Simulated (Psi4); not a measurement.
## Run report: InHCl, geometry relaxation (part 1 of 4)

- system: InHCl, multiplicity 2, SMILES [Cl][InH]
- method: B97-3c/def2-mTZVP, UKS, core potentials def2 (Psi4 1.11)

The atoms were displaced at random from an optimised geometry.

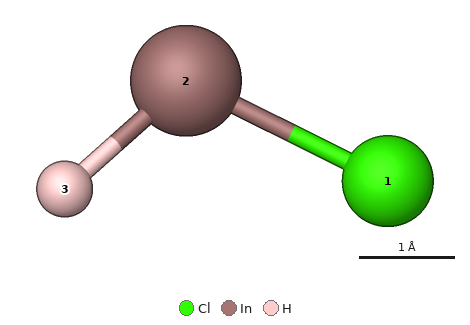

Fig. 1: The structure as given in the input (ball-and-stick view, seen at a tilt; atoms are numbered from 1 in the order of the input). Sticks mark near contacts.

## Results in brief

| quantity | value |
| --- | --- |
| outcome | converged |
| total energy | −651.249662 hartree |
| dispersion energy | −0.005002 hartree |
| basis functions | 61 |
| ⟨S²⟩ | 0.753 |
| dipole moment | 3.00 D |
| hardware | 1 thread of Intel Xeon @ 2.50GHz (Skylake/Cascade Lake), 16 GiB of memory available, shared host |
| wall time | 23 s |
| peak memory | 0.36 GiB |

## The input (job.inp)
```
memory 1600 mb

molecule system {
  0 2
  Cl    -1.597621     0.363946    -0.945321
  In     0.417574     0.605368     0.283656
  H      1.149246    -0.971766     0.611376
  symmetry c1
}

set reference uks
set geom_maxiter 60

result = optimize("b97-3c")
```

Command:
```bash
psi4 -i job.inp -o job.out -n 1
```

## Log
```
Psi4 1.11 release

gradient() will perform analytic gradient computation.

   => Loading Basis Set <=

    Name: DEF2-MTZVP
    Role: ORBITAL
    Keyword: BASIS

    !!!  WARNING: ECP capability is in beta. Please check occupations closely.  !!!

   => B973C: Empirical Dispersion <=

        s6 =       1.000000
        s8 =       1.500000
        a1 =       0.370000
        a2 =       4.100000
        s9 =       1.000000

         ---------------------------------------------------------
                                   SCF
                              UKS Reference
                        1 Threads,   1525 MiB Core
         ---------------------------------------------------------

  ==> Geometry <==

    Molecular point group: c1
    Full point group: Cs

    Geometry (in Angstrom), charge = 0, multiplicity = 2:

       Center              X                  Y                   Z               Mass
    ------------   -----------------  -----------------  -----------------  -----------------
         CL          -1.818607627862    -0.175259276278    -0.000000000000    34.968852682000
         IN           0.541726775268     0.066611437203     0.000000000000   114.903878776000
         H            1.337647376128    -1.513453866849     0.000000000000     1.007825032230

  Running in c1 symmetry.

  Rotational constants: A =      6.22138  B =      0.11064  C =      0.10871 [cm^-1]
  Rotational constants: A = 186512.39872  B =   3316.99841  C =   3259.03859 [MHz]
  Nuclear repulsion =   88.526265127351493

  Charge       = 0
  Multiplicity = 2
  Electrons    = 39
  Nalpha       = 20
  Nbeta        = 19

  ==> Algorithm <==

  SCF Algorithm Type is DF.
  DIIS enabled.
  MOM disabled.
  Fractional occupation disabled.
  Guess Type is SAD.
  Energy threshold   = 1.00e-08
  Density threshold  = 1.00e-08
  Integral threshold = 1.00e-12

  ==> Primary Basis <==

  Basis Set: DEF2-MTZVP
    Blend: DEF2-MTZVP
    Number of shells: 27
    Number of basis functions: 61
    Number of Cartesian functions: 65
    Spherical Harmonics?: true
    Max angular momentum: 2

  Core potential: DEF2-MTZVP
    Number of shells: 4
    Number of ECP primitives: 18
    Number of ECP core electrons: 28
    Max angular momentum: 3

  ==> DFT Potential <==

   => LibXC <=

    Version 7.1.2

   => Composite Functional: B973C <=

    Deriv               =              1
    GGA                 =           TRUE
    Meta                =          FALSE

    Exchange Hybrid     =          FALSE
    MP2 Hybrid          =          FALSE

   => Exchange-Correlation Functionals <=

   => LibXC Density Thresholds  <==

    XC_GGA_XC_B97_3C:  1.00E-14

   => Molecular Quadrature <=

    Radial Scheme          =       TREUTLER
    Pruning Scheme         =           NONE
    Nuclear Scheme         =       TREUTLER

    Blocking Scheme        =         OCTREE
    BS radius alpha        =              1
    Pruning alpha          =              1
    Radial Points          =             75
    Spherical Points       =            302
    Total Points           =          65550
    Total Blocks           =            565
    Max Points             =            256
    Max Functions          =             61
    Weights Tolerance      =       1.00E-15

   => Loading Basis Set <=

    Name: (DEF2-MTZVP AUX)
    Role: JKFIT
    Keyword: DF_BASIS_SCF

  ==> Integral Setup <==

  DFHelper Memory: AOs need 0.012 GiB; user supplied 1.026 GiB.
  SCF_SUBTYPE=INCORE selected. In-core MEM_DF algorithm will be used.
  Using in-core AOs.

  ==> MemDFJK: Density-Fitted J/K Matrices <==

    J tasked:                   Yes
    K tasked:                    No
    wK tasked:                   No
    Memory [MiB]:              1050
    Algorithm:                 Core
    Schwarz Cutoff:           1E-12
    Mask sparsity (%):       1.9887
    Fitting Condition:        1E-10

   => Auxiliary Basis Set <=

  Basis Set: (DEF2-MTZVP AUX)
    Blend: DEF2-UNIVERSAL-JKFIT
    Number of shells: 90
    Number of basis functions: 364
    Number of Cartesian functions: 484
    Spherical Harmonics?: true
    Max angular momentum: 5

  Cached 100.0% of DFT collocation blocks in 0.092 [GiB].

  Minimum eigenvalue in the overlap matrix is 2.9108359448E-03.
  Reciprocal condition number of the overlap matrix is 7.1618253859E-04.
    Using symmetric orthogonalization.

  ==> Pre-Iterations <==

  SCF Guess: Superposition of Atomic Densities via on-the-fly atomic UHF (no occupation information).

   -------------------------
    Irrep   Nso     Nmo
   -------------------------
     A         61      61
   -------------------------
    Total      61      61
   -------------------------

  ==> Iterations <==

                           Total Energy        Delta E     RMS |[F,P]|

   @DF-UKS iter SAD:  -650.35253616889759   -6.50353e+02   0.00000e+00
   @DF-UKS iter   1:  -651.07064999547811   -7.18114e-01   1.05327e-02 ADIIS/DIIS
   @DF-UKS iter   2:  -651.02216556873202    4.84844e-02   1.31777e-02 ADIIS/DIIS
   @DF-UKS iter   3:  -651.24781514295012   -2.25650e-01   6.22472e-04 ADIIS/DIIS
   @DF-UKS iter   4:  -651.24837634514347   -5.61202e-04   4.46051e-04 ADIIS/DIIS
   @DF-UKS iter   5:  -651.24907784674144   -7.01502e-04   2.38331e-04 ADIIS/DIIS
   @DF-UKS iter   6:  -651.24920118102420   -1.23334e-04   6.38177e-05 DIIS
   @DF-UKS iter   7:  -651.24921392782176   -1.27468e-05   2.01870e-05 DIIS
   @DF-UKS iter   8:  -651.24921545086795   -1.52305e-06   3.96213e-06 DIIS
   @DF-UKS iter   9:  -651.24921549212957   -4.12616e-08   8.42032e-07 DIIS
   @DF-UKS iter  10:  -651.24921549450369   -2.37412e-09   2.16060e-07 DIIS
   @DF-UKS iter  11:  -651.24921549467149   -1.67802e-10   6.67700e-08 DIIS
   @DF-UKS iter  12:  -651.24921549468456   -1.30740e-11   2.04245e-08 DIIS
   @DF-UKS iter  13:  -651.24921549468434    2.27374e-13   1.96928e-09 DIIS
  Energy and wave function converged.

  ==> Post-Iterations <==

   Electrons on quadrature grid:
      Nalpha   =   20.0000012544 ; deviation = 1.254e-06
      Nbeta    =   19.0000008321 ; deviation = 8.321e-07
      Ntotal   =   39.0000020865 ; deviation = 2.087e-06

   @Spin Contamination Metric:   3.285966965E-03
   @S^2 Expected:                7.500000000E-01
   @S^2 Observed:                7.532859670E-01
   @S   Expected:                5.000000000E-01
   @S   Observed:                5.000000000E-01

    Orbital Energies [Eh]
    ---------------------

    Alpha Occupied:

       1A   -100.607034     2A     -9.192374     3A     -7.024150
       4A     -7.018915     5A     -7.018495     6A     -4.517540
       7A     -2.962379     8A     -2.955598     9A     -2.953645
      10A     -0.745474    11A     -0.724573    12A     -0.721855
      13A     -0.720418    14A     -0.717233    15A     -0.689151
      16A     -0.392895    17A     -0.302082    18A     -0.271528
      19A     -0.268884    20A     -0.198361

    Alpha Virtual:

      21A     -0.096801    22A     -0.028151    23A      0.022432
      24A      0.050316    25A      0.057856    26A      0.074657
      27A      0.115048    28A      0.130837    29A      0.147896
      30A      0.163679    31A      0.189205    32A      0.245587
      33A      0.324709    34A      0.368747    35A      0.387416
      36A      0.396572    37A      0.444008    38A      0.474688
      39A      0.478704    40A      0.658672    41A      0.666355
      42A      0.686043    43A      0.690416    44A      0.694829
      45A      0.885739    46A      0.889540    47A      0.908336
      48A      0.919885    49A      0.975271    50A      1.157267
      51A      2.219778    52A      2.222243    53A      2.253429
      54A      2.305628    55A      2.506020    56A     24.410735
      57A     37.456499    58A     38.767630    59A     38.793632
      60A     38.840443    61A    125.011789

    Beta Occupied:

       1A   -100.606056     2A     -9.191884     3A     -7.022570
       4A     -7.018233     5A     -7.017497     6A     -4.517072
       7A     -2.961827     8A     -2.955094     9A     -2.953283
      10A     -0.741375    11A     -0.720683    12A     -0.719159
      13A     -0.717369    14A     -0.713511    15A     -0.683925
      16A     -0.377966    17A     -0.285927    18A     -0.268635
      19A     -0.263717

    Beta Virtual:

      20A     -0.176176    21A     -0.095498    22A     -0.027469
      23A      0.021236    24A      0.070352    25A      0.079009
      26A      0.099973    27A      0.108034    28A      0.113038
      29A      0.131626    30A      0.153427    31A      0.180510
      32A      0.232210    33A      0.327049    34A      0.367045
      35A      0.388364    36A      0.400491    37A      0.445345
      38A      0.472728    39A      0.480852    40A      0.663517
      41A      0.671400    42A      0.692545    43A      0.693771
      44A      0.698420    45A      0.887294    46A      0.903237
      47A      0.923079    48A      0.930742    49A      0.990961
      50A      1.168321    51A      2.225122    52A      2.226693
      53A      2.259967    54A      2.340684    55A      2.512345
      56A     24.411565    57A     37.457841    58A     38.769553
      59A     38.795497    60A     38.840830    61A    125.012348

    Final Occupation by Irrep:
              A
    DOCC [    19 ]
    SOCC [     1 ]
    NA   [    20 ]
    NB   [    19 ]

  @DF-UKS Final Energy:  -651.24921549468434

   => Energetics <=

    Nuclear Repulsion Energy =             88.5262651273514933
    One-Electron Energy =               -1148.2511203495578229
    Two-Electron Energy =                 454.1338904206966163
    DFT Exchange-Correlation Energy =     -45.6498032077799252
    Empirical Dispersion Energy =          -0.0084474853947045
    VV10 Nonlocal Energy =                  0.0000000000000000
    Total Energy =                       -651.2492154946843357

  UHF NO Occupations:
  HONO-2 :   18  A 1.9996987
  HONO-1 :   19  A 1.9988669
  HONO-0 :   20  A 1.0000000
  LUNO+0 :   21  A 0.0011331
  LUNO+1 :   22  A 0.0003013
  LUNO+2 :   23  A 0.0000693
  LUNO+3 :   24  A 0.0000685

Computation Completed

Properties will be evaluated at   0.000000,   0.000000,   0.000000 [a0]

Properties computed using the SCF density matrix

 Multipole Moments:

 ------------------------------------------------------------------------------------
     Multipole            Electronic (a.u.)      Nuclear  (a.u.)        Total (a.u.)
 ------------------------------------------------------------------------------------

 L = 1.  Multiply by 2.5417464519 to convert [e a0] to [Debye]
 Dipole X            :         35.5015165          -34.3975887            1.1039279
 Dipole Y            :          6.0989360           -5.8468530            0.2520830
 Dipole Z            :         -0.0000001           -0.0000000           -0.0000001
 Magnitude           :                                                    1.1323439

 ------------------------------------------------------------------------------------

	total time  =          5 seconds =       0.08 minutes

         ------------------------------------------------------------
                                   SCF GRAD
         ------------------------------------------------------------

  ==> Geometry <==

    Molecular point group: c1
    Full point group: Cs

    Geometry (in Angstrom), charge = 0, multiplicity = 2:

       Center              X                  Y                   Z               Mass
    ------------   -----------------  -----------------  -----------------  -----------------
         CL          -1.818607627862    -0.175259276278    -0.000000000000    34.968852682000
         IN           0.541726775268     0.066611437203     0.000000000000   114.903878776000
         H            1.337647376128    -1.513453866849     0.000000000000     1.007825032230

  Nuclear repulsion =   88.526265127351493

  ==> Basis Set <==

  Basis Set: DEF2-MTZVP
    Blend: DEF2-MTZVP
    Number of shells: 27
    Number of basis functions: 61
    Number of Cartesian functions: 65
    Spherical Harmonics?: true
    Max angular momentum: 2

  Core potential: DEF2-MTZVP
    Number of shells: 4
    Number of ECP primitives: 18
    Number of ECP core electrons: 28
    Max angular momentum: 3

  ==> DFJKGrad: Density-Fitted SCF Gradients <==

    Gradient:                    1
    J tasked:                  Yes
    K tasked:                   No
    wK tasked:                  No
    Integrals threads:           1
    Memory [MiB]:             1144
    Schwarz Cutoff:          1E-12
    Fitting Condition:       1E-10

   => Auxiliary Basis Set <=

  Basis Set: (DEF2-MTZVP AUX)
    Blend: DEF2-UNIVERSAL-JKFIT
    Number of shells: 90
    Number of basis functions: 364
    Number of Cartesian functions: 484
    Spherical Harmonics?: true
    Max angular momentum: 5

   => Molecular Quadrature <=

    Radial Scheme          =       TREUTLER
    Pruning Scheme         =           NONE
    Nuclear Scheme         =       TREUTLER

    Blocking Scheme        =         OCTREE
    BS radius alpha        =              1
    Pruning alpha          =              1
    Radial Points          =             75
    Spherical Points       =            302
    Total Points           =          65550
    Total Blocks           =            565
    Max Points             =            256
    Max Functions          =             61
    Weights Tolerance      =       1.00E-15

  -Total Gradient:
     Atom            X                  Y                   Z
    ------   -----------------  -----------------  -----------------
       1        0.007184296859     0.000006515211     0.000000000445
       2       -0.004097258802    -0.003559345964    -0.000000000567
       3       -0.002909294188     0.003493570949     0.000000000117

	total time  =          1 seconds =       0.02 minutes

    			-----------------------------------------

    			 OPTKING 3.0: for geometry optimizations

    			        with contributions from

    			-----------------------------------------

	                            ===> Fragment 1 <==

	 Z (Atomic Numbers)          Masses                          Geom
	      17.000000            34.968853         -3.43667035 -0.33119203 -0.00000000
	      49.000000            114.903879         1.02371524  0.12587737  0.00000000
	       1.000000             1.007825          2.52778719 -2.86001331  0.00000000

	 - Coordinate -           - BOHR/RAD -       - ANG/DEG -
	 R(1,2)           =         4.483743           2.372695
	 R(2,3)           =         3.343318           1.769208
	 B(1,2,3)         =         1.935304         110.884750

	        --- Internal Coordinate Step in ANG or DEG, aJ/ANG or AJ/DEG ---
	-------------------------------------------------------------------------------
	           Coordinate      Previous         Force          Change          New
	           ----------      --------        ------          ------        ------
	               R(1,2)       2.37269        0.05826        0.03025       2.40295
	               R(2,3)       1.76921        0.03706        0.02632       1.79553
	             B(1,2,3)     110.88475        0.00026        1.21689     112.10164
	-------------------------------------------------------------------------------

	                                 ==> Convergence Check <==

	Measures of convergence in internal coordinates in au.

	Criteria marked as inactive (o), active & met (*), and active & unmet ( ).

	----------------------------------------------------------------------------------------------~
	   Step    Total Energy     Delta E     Max Force     RMS Force      Max Disp      RMS Disp   ~
	----------------------------------------------------------------------------------------------~
	  Convergence Criteria     1.00e-06 *    3.00e-04 *             o    1.20e-03 *             o~
	----------------------------------------------------------------------------------------------~
	     1    -651.24921549   -6.51e+02      7.07e-03      5.22e-03 o    5.72e-02      4.54e-02 o  ~
	----------------------------------------------------------------------------------------------

Next Geometry in Ang
	Fragment 1 (Ang)

	   Cl  -1.8510577117  -0.1609869341  -0.0000000000
	   In   0.5411769020   0.0656664875   0.0000000000
	    H   1.3706473332  -1.5267812593   0.0000000000

    Structure for next step:
    Molecular point group: c1
    Full point group: Cs

    Geometry (in Angstrom), charge = 0, multiplicity = 2:

    CL          -1.843338582020    -0.163486112076    -0.000000000000
    IN           0.548896031749     0.063167309511     0.000000000000
    H            1.378366462944    -1.529280437222     0.000000000000

gradient() will perform analytic gradient computation.

  ==> Geometry <==

    Molecular point group: c1
    Full point group: Cs

    Geometry (in Angstrom), charge = 0, multiplicity = 2:

       Center              X                  Y                   Z               Mass
    ------------   -----------------  -----------------  -----------------  -----------------
         CL          -1.843338582020    -0.163486112076    -0.000000000000    34.968852682000
         IN           0.548896031749     0.063167309511     0.000000000000   114.903878776000
         H            1.378366462944    -1.529280437222     0.000000000000     1.007825032230

  Running in c1 symmetry.

  Rotational constants: A =      6.14581  B =      0.10781  C =      0.10595 [cm^-1]
  Rotational constants: A = 184246.74787  B =   3232.11877  C =   3176.39733 [MHz]
  Nuclear repulsion =   87.378503617347945

  Charge       = 0
  Multiplicity = 2
  Electrons    = 39
  Nalpha       = 20
  Nbeta        = 19

  ==> Algorithm <==

  SCF Algorithm Type is DF.
  DIIS enabled.
  MOM disabled.
  Fractional occupation disabled.
  Guess Type is READ.
  Energy threshold   = 1.00e-08
  Density threshold  = 1.00e-08
  Integral threshold = 1.00e-12

   => Molecular Quadrature <=
```
